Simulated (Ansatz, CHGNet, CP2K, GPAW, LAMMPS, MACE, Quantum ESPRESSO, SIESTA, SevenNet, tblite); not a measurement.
# Liquid Al48Cu52 (at. %) at 1200 K (61 atoms): other programs against plane waves

Aim: forces, pressure of liquid Al48Cu52 (at. %) at 1200 K (61 atoms) at one geometry, from other programs and methods, against plane-wave PBE.

Results are calculated, not measured.

In doubt: a PseudoDojo file used here is known to give poor structures and forces (SIESTA), which bears on pressures, cells, forces and phonons.

### Step 1. The cell

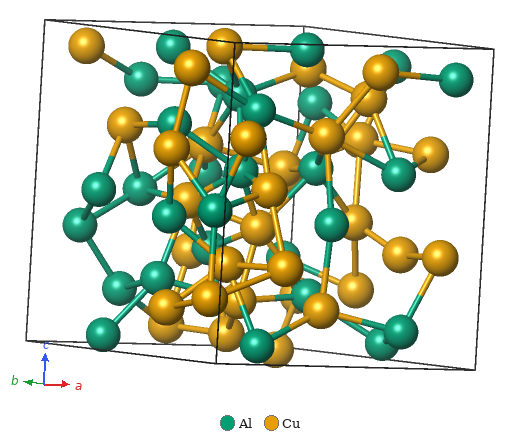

The cell (aluminium teal, copper orange). Some periodic images of atoms are drawn too.

The cell holds 61 atoms (29 Al and 32 Cu), with edges of 9.89, 9.89 and 9.89 Å. Recipe: 61 atoms (29 Al, 32 Cu) placed at random at 4.85 g/cm³, melted at 1800 K for 10 ps at fixed volume with the EAM Al-Cu potential (Cai and Ye, Phys. Rev. B 54, 8398 (1996)). Snapshot at the end of a hold of 10 ps at 1200 K and zero pressure. The density is 4.84 g/cm³.

### Step 2. The reference input

Quantum ESPRESSO 7.5: Kohn-Sham DFT, PBE, SSSP efficiency 1.3.0 pseudopotentials, plane waves. Its input, pw.in:

```
&control
  calculation = 'scf'
  pseudo_dir = './pseudo'
  outdir = './tmp'
  disk_io = 'none'
  tprnfor = .true.
  tstress = .true.
/
&system
  ibrav = 0
  nat = 61
  ntyp = 2
  ecutwfc = 60
  ecutrho = 480
  nosym = .true.
  occupations = 'smearing'
  smearing = 'fd'
  degauss = 0.003675
/
&electrons
  conv_thr = 3.0e-07
  electron_maxstep = 100
  mixing_beta = 0.2
  mixing_mode = 'local-TF'
  diagonalization = 'david'
/
ATOMIC_SPECIES
Al 26.982 Al.upf
Cu 63.546 Cu.upf
CELL_PARAMETERS angstrom
9.88823 0.00000 0.00000
0.00000 9.88823 0.00000
0.00000 0.00000 9.88823
ATOMIC_POSITIONS crystal
Al 0.32497 0.89123 0.48824
Al 0.09827 0.88673 0.37050
Al 0.29542 0.72106 0.94084
Al 0.29704 0.19238 0.04728
[... 55 atom lines left out ...]
Cu 0.53603 0.68157 0.05527
Cu 0.24947 0.31302 0.29179
K_POINTS gamma
```

```console
$ OMP_NUM_THREADS=1 mpirun -np 4 pw.x -in pw.in > output.txt
```

Wall time 2.9 min (4 MPI ranks of Arm Neoverse V2, shared host); peak memory 3.4 GiB.

It converged with an r.m.s. force component of 0.74 eV/Å and a pressure of -3.4 GPa.

### Step 3. The other programs

- CHGNet: machine-learned potential, published weights.
- CP2K 2026.2: Gaussian basis with GTH pseudopotentials and a plane-wave density; labels give functional, basis (MOLOPT sets; SR short-range, UZH the newer set with its own potentials), grid cutoff/relative cutoff and solver (OT: orbital transformation; TRS4, TC2, SIGN: linear-scaling purification with its sparsity filter), or its built-in tight binding.
- GPAW 26.7.0: PAW with atomic orbitals (LCAO), plane waves or a real-space grid of spacing h.
- MACE: machine-learned potential, published weights.
- SIESTA 5.4.2: numerical atomic orbitals, whose automatically made sets are far from complete, with PseudoDojo norm-conserving potentials that we converted to its format (checked against plane waves on the same files for H, C, O, Si, Ge and Ca alone); labels give functional, basis size, energy shift and mesh cutoff.
- SevenNet: machine-learned potential, published weights.
- tblite 0.8.0: extended tight binding, driven from Python.

All use the same cell and atoms, and the electronic-structure runs the same k-mesh.

### Step 4. Side by side

Differences are against the reference: forces as r.m.s. over components, share as that over the reference's r.m.s. force, slope as the fitted ratio of a run's forces to the reference's.

```tsv
run	Δ force, r.m.s. (meV/Å)	share (%)	slope	Δ pressure (GPa)	cores	CPU time	memory (GiB)
reference	-	-	-	-	4	12 min	3.4
CHGNet 0.3.0 potential	191	25.8	1.031	-1.89	1	3.3 s	0.93
CP2K PBE+D3, DZVP-UZH, 800/50 Ry, diagonalisation	38.9	5.25	0.995	-2.95	4	15 min	7.0
CP2K PBE, DZVP-UZH, 280/50 Ry, diagonalisation (coarse)	911	123	1.078	2.36	4	13 min	3.5
CP2K PBE, DZVP-UZH, 800/50 Ry, diagonalisation	24.5	3.31	1.010	0.335	4	15 min	7.0
CP2K PBE, SZV-MOLOPT-SR, 800/50 Ry, diagonalisation (coarse)	180	24.4	1.161	6.81	2	4.5 min	4.0
GPAW LDA, LCAO dzp, h 0.2 Å	97.6	13.2	0.927	-	1	4.1 min	1.3
GPAW PBE, LCAO dzp, h 0.2 Å	45.1	6.09	1.038	-	1	4.6 min	1.3
GPAW PBE, LCAO dzp, h 0.2 Å, other mixer settings	45.3	6.12	1.037	-	1	5.9 min	1.2
GPAW PBE, LCAO sz(dzp), h 0.2 Å (coarse)	215	29.0	1.067	-	1	63 s	0.97
GPAW PBE, plane waves 550 eV	13.6	1.83	1.009	0.628	2	7.5 min	1.4
MACE MPA-0 medium potential	146	19.7	1.003	-0.275	1	6.8 s	0.85
SIESTA PBE, DZ, shift 0.01 Ry, mesh 500 Ry (coarse)	260	35.1	1.161	1.75	2	5.8 min	1.7
SIESTA PBE, DZP, shift 0.01 Ry, mesh 500 Ry	74.6	10.1	1.061	-1.26	2	16 min	2.7
SIESTA PBE, DZP, shift 0.01 Ry, mesh 700 Ry	74.6	10.1	1.061	-1.26	4	22 min	4.0
SIESTA PBE, SZP, shift 0.01 Ry, mesh 500 Ry (coarse)	171	23.1	1.116	0.178	2	12 min	2.4
SIESTA PBE, TZP, shift 0.01 Ry, mesh 500 Ry	63.2	8.53	1.055	-1.39	4	22 min	3.6
SevenNet 0 potential	187	25.3	1.055	-2.42	1	6.7 s	0.75
tblite GFN1-xTB	585	79.1	0.900	19.3	1	6.1 s	0.13
```

Rows marked coarse were listed beforehand as settings not expected to be converged; some can still land near the reference.

Times of the machine-learned potentials are mostly Python's start and the loading of weights.

Runs without a result: CP2K GFN1-xTB, diagonalisation (not converged); tblite GFN2-xTB (not converged).

CPU time is summed over cores on shared hosts, so it is rough.

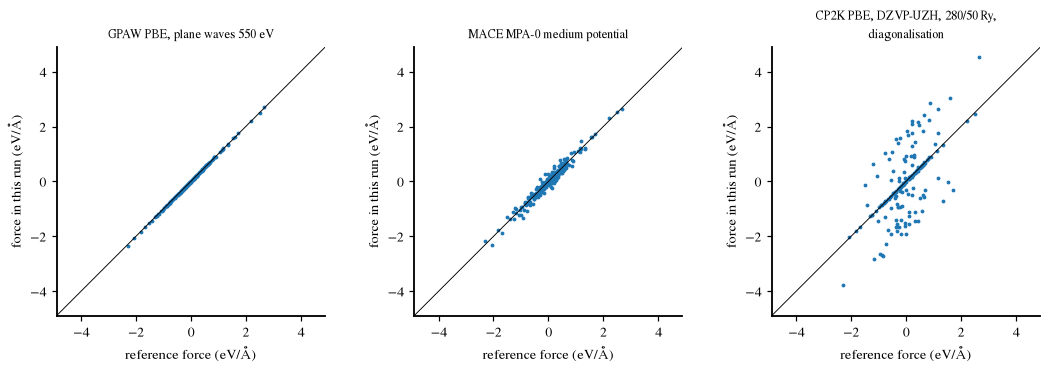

Force components against those of the reference; the line marks equality.

### Step 5. What came out

Forces lie from 1.8 % (GPAW PBE, plane waves 550 eV) to 123 % (CP2K PBE, DZVP-UZH, 280/50 Ry, diagonalisation, coarse) of the reference's r.m.s. force of 0.74 eV/Å away from it. Other PBE runs on plane waves or a grid: GPAW PBE, plane waves 550 eV 1.8 % of the r.m.s. force; the reference has errors of its own, so differences under a few per cent don't tell which side is nearer the exact PBE result. The PBE runs in local orbitals, coarse settings apart, differ by 3.3 % (CP2K PBE, DZVP-UZH, 800/50 Ry, diagonalisation) to 10 % (SIESTA PBE, DZP, shift 0.01 Ry, mesh 500 Ry); basis, grid and potentials can all enter. Tight binding differs by 79 % (tblite GFN1-xTB); it is another model, with fitted parameters of its own, and the xTB methods hold dispersion.

Machine-learned potentials differ by 20 % (MACE MPA-0 medium potential) to 26 % (CHGNet 0.3.0 potential); they were trained on other programs' data. Rows with another functional or a dispersion term differ by 5.2 % (CP2K PBE+D3, DZVP-UZH, 800/50 Ry, diagonalisation) to 13 % (GPAW LDA, LCAO dzp, h 0.2 Å), which mixes the change of model with differences of basis and potentials. Runs with settings chosen to be coarse differ by 23 % (SIESTA PBE, SZP, shift 0.01 Ry, mesh 500 Ry) to 123 % (CP2K PBE, DZVP-UZH, 280/50 Ry, diagonalisation), their programs' other errors included. CP2K PBE, SZV-MOLOPT-SR, 800/50 Ry, diagonalisation stiffens the forces by a factor of 1.16 while following their directions (correlation 0.988). From CP2K PBE, DZVP-UZH, 280/50 Ry, diagonalisation to the finer CP2K PBE, DZVP-UZH, 800/50 Ry, diagonalisation the share falls from 123 to 3.3 %. From SIESTA PBE, DZP, shift 0.01 Ry, mesh 500 Ry to the finer SIESTA PBE, DZP, shift 0.01 Ry, mesh 700 Ry the share goes from 10.1 to 10.1 %, so the grid isn't what parts these runs from the reference. Pressures at PBE, coarse settings apart, lie -1.39 to +0.63 GPa from the reference's.

**Limits.** Periodic xTB results under one method name differ between programs and library versions. The potentials hold different valence shells: 439 electrons in the reference, 695 in SIESTA; this bears on time and differences. The reference's pressure holds the uncorrected Pulay stress of its 60 Ry basis, so small pressure differences may be the reference's own error. A potential file of the SIESTA runs is in doubt, which bears on their forces and pressure. The frame stands for 1200 K, but pressures are static and levels are smeared at 580 K, under the temperature of the frame, which matters where levels are partly filled. The electron count is odd in these runs, and they have no spin polarisation, so the unpaired electron is spread evenly over both spins. Machine-learned potentials mimic data converged in k, so the reference's own k-point error enters their differences. The network of bonds at the start is that of the classical potential that made the cell, and needn't be the one that DFT or experiment would give. The reference's stress is far from hydrostatic: its diagonal is -5.1, -2.1, -3.0 GPa, compression counted positive. The electron count is odd and the run has no spin polarisation, so levels at the top are partly filled by construction. The electronic-structure runs sample only Γ, in a cell whose shortest periodic width is 10 Å, which is coarse for a cell with partly filled levels. Where levels are smeared, the DFT runs use Fermi–Dirac occupations at 580 K (0.05 eV), and energies are free energies. The reference's cutoffs and mesh weren't converged further here.

[Logs are printed without paths, hosts, clocks, repeated set-up lines and the standing remarks that a program may print on its own settings, such as how far it seeks lower states.]

[Hosts, paths, dates, database ids (printed as entryN), source tags and the programs' standing remarks are cut or masked in the printed files.]

[Cells were taken only where this reference lay near another plane-wave run.]
